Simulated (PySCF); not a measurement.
# C₃H₁₂OSSi₂: a tour of settings, part 2 of 2

PySCF 2.14.0. Atoms count from 0.

### Step 6. Indirect couplings: KT2/pcSseg-1 in chloroform

What the job is given:

```
{"job": {"kind": "j", "xc": "KT2", "basis": "pcSseg-1", "solvent": "chloroform"}, "charge": 0, "multiplicity": 1}
C     -1.541021    -0.251480     1.437877
C     -1.268005    -0.035013    -0.046174
C     -1.493707     1.415795    -0.456902
O      0.073455    -0.370287    -0.317067
Si     0.654695    -1.598213    -1.189043
S      2.751099    -1.264460    -1.051027
Si     2.856788     0.453918     0.239618
H     -0.868321     0.367295     2.026536
H     -2.568054     0.013197     1.673030
H     -1.374554    -1.293432     1.699995
H     -1.925396    -0.688165    -0.635476
H     -1.266665     1.541395    -1.512663
H     -0.839491     2.066224     0.118598
H     -2.527229     1.699908    -0.280077
H      0.331349    -2.897537    -0.609595
H      0.244549    -1.526417    -2.586808
H      2.203014     1.589920    -0.395788
H      4.292907     0.652281     0.350493
H      2.254784     0.134319     1.527011
```

Method: KT2/pcSseg-1 indirect spin-spin coupling, non-relativistic, IEF-PCM chloroform.

What it wrote:

```text
coarse grid: 16656 points
cycle   1  E = -1185.0363404757  dE =  5.156e-01  |g| = 8.748e-01  |ddm| = 3.811e+00
cycle   2  E = -1184.5255460747  dE =  5.108e-01  |g| = 1.770e+00  |ddm| = 3.046e+00
cycle   3  E = -1185.1774487415  dE = -6.519e-01  |g| = 2.730e-01  |ddm| = 2.573e+00
cycle   4  E = -1185.1929562392  dE = -1.551e-02  |g| = 8.521e-02  |ddm| = 3.518e-01
cycle   5  E = -1185.1947170673  dE = -1.761e-03  |g| = 1.384e-02  |ddm| = 9.563e-02
cycle   6  E = -1185.1947614567  dE = -4.439e-05  |g| = 5.235e-03  |ddm| = 2.100e-02
cycle   7  E = -1185.1947679283  dE = -6.472e-06  |g| = 1.357e-03  |ddm| = 6.376e-03
final grid: 144896 points
cycle   8  E = -1185.3085680624  dE = -2.380e-04  |g| = 2.124e-02  |ddm| = 4.409e-02
cycle   9  E = -1185.3084389273  dE =  1.291e-04  |g| = 3.071e-02  |ddm| = 4.414e-02
cycle  10  E = -1185.3086228926  dE = -1.840e-04  |g| = 7.570e-03  |ddm| = 3.549e-02
cycle  11  E = -1185.3086322781  dE = -9.385e-06  |g| = 2.041e-03  |ddm| = 7.693e-03
cycle  12  E = -1185.3086332713  dE = -9.933e-07  |g| = 1.633e-04  |ddm| = 1.706e-03
cycle  13  E = -1185.3086332764  dE = -5.017e-09  |g| = 5.906e-05  |ddm| = 2.240e-04
cycle  14  E = -1185.3086332773  dE = -9.281e-10  |g| = 1.218e-05  |ddm| = 6.512e-05
converged SCF energy = -1185.3086332773

Indirect spin-spin couplings (Hz)
  i      j    bonds     total        FC       PSO       DSO        SD
  0 C    1 C    1     41.082    41.626    -0.794     0.249         -
  0 C    2 C    2      0.734     0.965    -0.239     0.008         -
  0 C    3 O    2     -3.692    -3.949     0.287    -0.030         -
  0 C    4 Si   3     -0.820    -0.786    -0.078     0.028     0.017
  0 C    7 H    1    136.462   134.519     1.176     0.767         -
  0 C    8 H    1    133.978   131.999     1.273     0.706         -
  0 C    9 H    1    135.563   133.601     1.219     0.742         -
  0 C   10 H    2      0.182     0.297    -0.041    -0.074         -
  0 C   11 H    3      8.293     8.392     0.335    -0.433         -
  0 C   12 H    3      3.062     3.068    -0.055     0.049         -
  0 C   13 H    3      0.397     0.403    -0.021     0.015         -
  0 C   14 H    4     -0.199    -0.220    -0.004     0.025         -
  1 C    2 C    1     41.557    42.110    -0.803     0.249         -
  1 C    3 O    1     11.005    12.195    -1.002    -0.188         -
  1 C    4 Si   2      2.078     1.859     0.222     0.023    -0.026
  1 C    5 S    3     -0.478    -0.362    -0.096    -0.019         -
  1 C    7 H    2     -5.014    -5.003    -0.040     0.029         -
  1 C    8 H    2      1.193     1.152     0.035     0.007         -
  1 C    9 H    2     -4.337    -4.265    -0.085     0.014         -
  1 C   10 H    1    152.447   151.132     0.034     1.281         -
  1 C   11 H    2     -4.487    -4.423    -0.078     0.014         -
  1 C   12 H    2     -4.967    -4.951    -0.043     0.026         -
  1 C   13 H    2      1.274     1.238     0.031     0.006         -
  1 C   14 H    3     -0.094    -0.061     0.026    -0.059         -
  1 C   15 H    3      0.086     0.115     0.020    -0.049         -
  1 C   17 H    5     -0.211    -0.078     0.140    -0.273         -
  2 C    3 O    2     -4.737    -4.965     0.260    -0.032         -
  2 C    4 Si   3     -1.872    -1.817    -0.103     0.036     0.012
  2 C    7 H    3      2.889     2.896    -0.048     0.041         -
  2 C    8 H    3      0.494     0.498    -0.028     0.024         -
  2 C    9 H    3      8.388     8.486     0.335    -0.433         -
  2 C   10 H    2     -0.040     0.075    -0.038    -0.077         -
  2 C   11 H    1    135.712   133.766     1.205     0.740         -
  2 C   12 H    1    136.391   134.445     1.180     0.766         -
  2 C   13 H    1    134.127   132.151     1.272     0.704         -
  3 O    4 Si   1    -19.331   -13.136    -6.540     0.081     0.264
  3 O    6 Si   3      6.395     5.984     0.245     0.041     0.126
  3 O    7 H    3     -1.143    -1.034     0.020    -0.129         -
  3 O    8 H    3     -9.470    -9.595    -0.071     0.196         -
  3 O    9 H    3     -0.931    -0.820    -0.010    -0.101         -
  3 O   10 H    2     -1.270    -0.740    -0.504    -0.026         -
  3 O   11 H    3     -1.108    -0.993     0.001    -0.117         -
  3 O   12 H    3     -1.008    -0.893     0.012    -0.127         -
  3 O   13 H    3    -10.435   -10.551    -0.079     0.195         -
  3 O   14 H    2     -4.288    -4.465     0.044     0.133         -
  3 O   15 H    2     -4.079    -4.266     0.055     0.132         -
  3 O   16 H    4     -0.665    -0.572     0.155    -0.248         -
  3 O   17 H    4     -2.469    -2.564    -0.053     0.148         -
  3 O   18 H    4     -0.746    -0.652     0.152    -0.246         -
  4 Si   5 S    1     16.282    14.255     3.355    -0.024    -1.305
  4 Si   6 Si   2     -1.767    -1.587    -0.069    -0.004    -0.107
  4 Si   7 H    4      0.335     0.379    -0.166     0.156    -0.035
  4 Si   8 H    4     -0.456    -0.452    -0.208     0.214    -0.009
  4 Si   9 H    4      0.272     0.257     0.057    -0.046     0.004
  4 Si  10 H    3     -3.754    -3.756     0.129    -0.119    -0.008
  4 Si  11 H    4      0.259     0.249     0.010     0.003    -0.003
  4 Si  12 H    4      0.445     0.516    -0.196     0.178    -0.054
  4 Si  13 H    4     -1.040    -1.028    -0.216     0.219    -0.015
  4 Si  14 H    1   -224.703  -224.936     1.206    -0.429    -0.543
  4 Si  15 H    1   -225.270  -225.509     1.212    -0.428    -0.545
  4 Si  16 H    3     -0.107    -0.183     0.027     0.023     0.027
  4 Si  17 H    3     -5.890    -6.013    -0.133     0.284    -0.028
  4 Si  18 H    3     -0.273    -0.346     0.037     0.008     0.028
  5 S    6 Si   1     13.790    13.147     2.218    -0.018    -1.558
  5 S   14 H    2      4.669     4.817    -0.103    -0.044         -
  5 S   15 H    2      4.941     5.090    -0.104    -0.044         -
  5 S   16 H    2      0.717     0.655     0.108    -0.046         -
  5 S   17 H    2      9.078     9.071     0.030    -0.023         -
  5 S   18 H    2      0.676     0.618     0.103    -0.045         -
  6 Si   7 H    6     -0.212    -0.202     0.094    -0.117     0.013
  6 Si   8 H    6     -0.237    -0.264    -0.106     0.124     0.009
  6 Si  10 H    5     -0.211    -0.264    -0.155     0.187     0.022
  6 Si  12 H    6     -0.221    -0.215     0.106    -0.129     0.018
  6 Si  13 H    6     -0.273    -0.299    -0.107     0.124     0.009
  6 Si  14 H    3      0.286     0.141    -0.084     0.194     0.034
  6 Si  15 H    3      0.022    -0.126    -0.092     0.210     0.030
  6 Si  16 H    1   -218.885  -219.027     0.961    -0.286    -0.533
  6 Si  17 H    1   -204.631  -204.787     0.902    -0.242    -0.505
  6 Si  18 H    1   -217.764  -217.900     0.953    -0.287    -0.530
  7 H    8 H    2    -13.132   -13.100     2.438    -2.470         -
  7 H    9 H    2    -12.578   -12.619     2.337    -2.297         -
  7 H   10 H    3     10.415    10.746     2.299    -2.631         -
  7 H   11 H    4     -0.813    -0.641     1.303    -1.475         -
  7 H   12 H    4     -0.326    -0.651    -1.208     1.533         -
  7 H   13 H    4     -0.371    -0.306     0.468    -0.533         -
  7 H   15 H    5     -0.212     0.182     0.867    -1.260         -
  7 H   16 H    7      0.185    -0.006    -0.395     0.587         -
  7 H   17 H    7     -0.278     0.070     0.105    -0.453         -
  7 H   18 H    7      0.491    -0.161    -1.226     1.877         -
  8 H    9 H    2    -13.299   -13.260     2.478    -2.517         -
  8 H   10 H    3      0.511     0.455     0.243    -0.187         -
  8 H   12 H    4     -0.397    -0.344     0.396    -0.450         -
  8 H   13 H    4      0.547     0.338    -1.040     1.248         -
  8 H   14 H    5     -0.271    -0.221     0.561    -0.611         -
  8 H   17 H    7     -0.288     0.032     0.551    -0.870         -
  9 H   10 H    3      2.782     2.680     0.122    -0.020         -
  9 H   11 H    4      3.151     3.369     1.556    -1.773         -
  9 H   12 H    4     -0.800    -0.627     1.314    -1.487         -
  9 H   13 H    4     -0.199    -0.005     1.285    -1.478         -
  9 H   14 H    5      0.283    -0.128    -0.865     1.276         -
  9 H   15 H    5     -0.413    -0.026     0.485    -0.871         -
  9 H   17 H    7     -0.379    -0.017     0.347    -0.708         -
  9 H   18 H    7      0.309    -0.036    -0.380     0.725         -
 10 H   11 H    3      2.573     2.482     0.163    -0.072         -
 10 H   12 H    3     10.521    10.853     2.297    -2.629         -
 10 H   13 H    3      0.703     0.640     0.207    -0.144         -
 11 H   12 H    2    -12.655   -12.694     2.332    -2.293         -
 11 H   13 H    2    -13.307   -13.262     2.480    -2.525         -
 11 H   14 H    5     -0.452    -0.036     0.622    -1.038         -
 11 H   15 H    5      0.206    -0.072    -0.590     0.869         -
 11 H   16 H    7      0.360    -0.073    -0.586     1.019         -
 11 H   17 H    7     -0.381    -0.023     0.304    -0.663         -
 12 H   13 H    2    -13.063   -13.031     2.444    -2.476         -
 12 H   14 H    5     -0.194     0.166     0.827    -1.186         -
 12 H   15 H    5     -0.226    -0.071     0.572    -0.728         -
 12 H   16 H    7      0.470    -0.184    -1.209     1.864         -
 12 H   17 H    7     -0.258     0.095     0.095    -0.449         -
 12 H   18 H    7      0.253    -0.007    -0.538     0.799         -
 13 H   15 H    5     -0.244    -0.175     0.550    -0.619         -
 13 H   17 H    7     -0.286     0.035     0.556    -0.876         -
 14 H   15 H    2     26.525    27.632     0.761    -1.868         -
 14 H   16 H    4     -0.319     0.391     0.653    -1.363         -
 14 H   17 H    4     -0.790    -0.099     0.549    -1.241         -
 14 H   18 H    4      0.178     0.271     0.051    -0.144         -
 15 H   17 H    4     -0.654     0.055     0.569    -1.277         -
 15 H   18 H    4     -0.437     0.286     0.663    -1.387         -
 16 H   17 H    2      3.966     5.171     0.891    -2.096         -
 16 H   18 H    2      6.534     7.686     0.756    -1.909         -
 17 H   18 H    2      3.501     4.707     0.891    -2.098         -
```

It took 36 s on 1 thread of Arm Neoverse V1, shared host; peak memory 0.96 GiB.

The basis is not made for couplings: without tight functions at the nuclei these values are rough.

Couplings of 1 Hz or more over one to four bonds, nine at most for each number, with means over like pairs (isotopes 13C, 1H, 17O, 33S, 29Si):

```csv
pair,bonds,J (Hz),Fermi contact (Hz),dihedral (°)
Si4–H14,1,-225.0,-225.2,–
Si6–H16,1,-213.8,-213.9,–
C1–H10,1,152.4,151.1,–
C0–H7,1,135.4,133.4,–
C0–C1,1,41.3,41.9,–
O3–Si4,1,-19.3,-13.1,–
Si4–S5,1,16.3,14.3,–
S5–Si6,1,13.8,13.1,–
C1–O3,1,11.0,12.2,–
H14–H15,2,26.5,27.6,–
H7–H8,2,-13.0,-13.0,–
S5–H14,2,4.8,5.0,–
H16–H17,2,4.7,5.9,–
C0–O3,2,-4.2,-4.5,–
O3–H14,2,-4.2,-4.4,–
S5–H16,2,3.5,3.4,–
C1–H7,2,-2.7,-2.7,–
C1–Si4,2,2.1,1.9,–
O3–Si6,3,6.4,6.0,2
H7–H10,3,4.6,4.6,–
O3–H7,3,-4.0,-4.0,–
C0–H11,3,3.9,4.0,–
Si4–H10,3,-3.8,-3.8,-7
Si4–H16,3,-2.1,-2.2,–
C0–Si4,3,-1.3,-1.3,–
O3–H16,4,-1.3,-1.3,–
```

Means hide unlike values in this fixed geometry: S5–H16 from 0.7 to 9.1 Hz; C1–H7 from -5.0 to 1.3 Hz; H7–H10 from 0.5 to 10.5 Hz. They hold only if the pairs exchange fast.

The spin-dipole term was solved for some atoms only; pairs without it lack that part.

The response was solved for the nuclei of C, H, Si alone, so couplings that need other nuclei can be missing.

Quadrupole couplings from the field gradients of the same density:

| atom | isotope | eQq/h (MHz) | η |
| --- | --- | --- | --- |
| S5 | 33S | 24.4 | 0.83 |
| O3 | 17O | -9.852 | 0.48 |

Joined with the shifts from before (PBE0/pcSseg-1, scaled to CDCl3 for protons on carbon, raw for the others), the couplings predict the line list below for 400 MHz.

1H NMR δ 5.54 (s, 2H), 4.63 (s, 3H), 3.81 (sept, J = 4.6 Hz, 1H), 1.33 (d, J = 4.6 Hz, 6H).

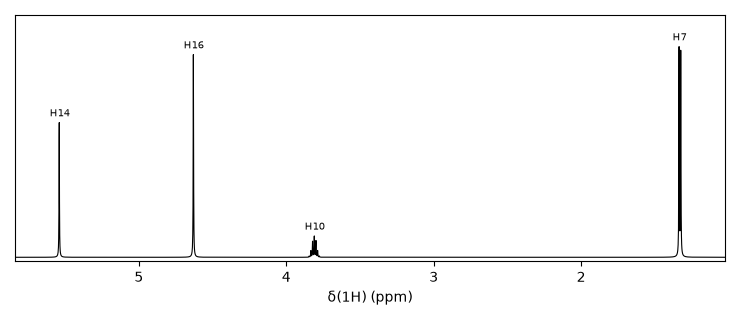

Simulated proton spectrum at 400 MHz, by exact diagonalisation of each spin system; lines 1.2 Hz wide, exchangeable protons uncoupled.

### Step 7. Side by side: NMR shifts

Isotropic shieldings (ppm) of some atoms, chosen among heavy atoms and hydrogens apart, means over like atoms, with basis size and wall time:

```
                      run     C1     C0    H14    H10     O3    Si4    Si6  functions  time
            PBE0/pcSseg-1  117.0  160.3  26.18  27.79  278.7  365.3  408.2        200  47 s
KT2/6-31++G** in methanol  126.6  172.2  25.91  27.13  268.4  410.7  455.5        210  48 s
```

### Step 8. Results

This closing draws on all 2 parts.

```
                                                                  quantity                                               value
   13C shifts against TMS (PBE0/pcSseg-1, means over atoms taken as alike)                                      69.9, 26.7 ppm
    1H shifts against TMS (PBE0/pcSseg-1, means over atoms taken as alike)                          5.54, 4.63, 3.93, 1.30 ppm
                                    17O shifts against H2O (PBE0/pcSseg-1)                                            57.4 ppm
                                   29Si shifts against TMS (PBE0/pcSseg-1)                                    -16.2, -59.0 ppm
                                    33S shifts against CS2 (PBE0/pcSseg-1)                                            -324 ppm
potential on the surface of density 0.002 e/bohr³, 1st and 99th percentile                                  -1.09 V and 1.35 V
                                           lowest singlet (PBE0/def2-SVPD)                         5.51 eV (225 nm), f = 0.008
                                  brightest single state of those computed                         state 5, 6.95 eV, f = 0.040
                                                            lowest triplet                                             5.20 eV
                              largest coupling of the table (KT2/pcSseg-1)  1J(Si,H) Si4–H14, -225.0 Hz (mean over like pairs)
                                             range of the shielding of Si6                                  408.2 to 455.5 ppm
                                             property runs in this session     5, of which 1 failed and 0 gave unsound results
```

In words: Single values in the summary come from the first sound run of each kind (PBE0/pcSseg-1; PBE0/def2-SVPD; KT2/pcSseg-1), which need not be the best level. At PBE0/pcSseg-1: The widest tensor belongs to S5: span 245 ppm, with a paramagnetic part of -232 ppm. The first singlet state (HOMO→LUMO 0.97) lies at 5.51 eV and is weak; of the 6 states computed, the strongest absorption comes from states 5 to 6 together at 6.95 eV (the last computed, so partners may be missing). The lowest triplet lies 0.31 eV below the lowest singlet (triplets in Tamm-Dancoff, singlets in full TDDFT). Of the pairs tabulated at KT2/pcSseg-1, Si4–H14 (mean over like pairs) couples most strongly (-225.0 Hz; Fermi contact -225.2 Hz). Couplings across rotatable bonds belong to this one conformer; where others are populated, the observed values are averages. In ppm, Si6 moves most: its shielding spreads over 47.3 ppm, from 408.2 (PBE0/pcSseg-1) to 455.5 (KT2/6-31++G** in methanol). Couplings from bases without tight functions are rough.
